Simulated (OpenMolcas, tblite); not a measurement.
**A ladder of methods for C2H5ClSi (SMILES ClC1C[SiH2]1)**

C2H5ClSi has 9 atoms, charge 0, and is taken as a singlet. As SMILES, `ClC1C[SiH2]1`. The shape is that of a PBE0-D4/def2-TZVP optimisation.

Each level gives the HOMO–LUMO gap (eV). The values are calculated.

```tsv
level	kind	program	value (eV)
IPEA1-xTB	semi-empirical	tblite	4.53
HF/def2-SVP	Hartree–Fock	OpenMolcas	13.20
SVWN5/def2-SVP	LDA	OpenMolcas	4.96
revPBE/def2-SVP	GGA	OpenMolcas	5.06
TPSS/def2-SVP	meta-GGA	OpenMolcas	5.29
B3LYP/def2-SVP	global hybrid	OpenMolcas	6.69
BHLYP/def2-SVP	global hybrid	OpenMolcas	9.16
B2PLYP/def2-SVP	double hybrid	OpenMolcas	9.39
```

The values span 4.53 to 13.20 eV. Orbital gaps aren't excitation energies, and those of double hybrids come from the SCF part alone; they tend to grow with the share of exact exchange.

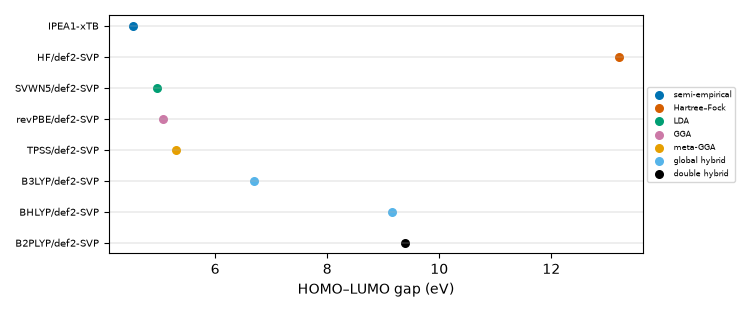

The values of the table, level by level.
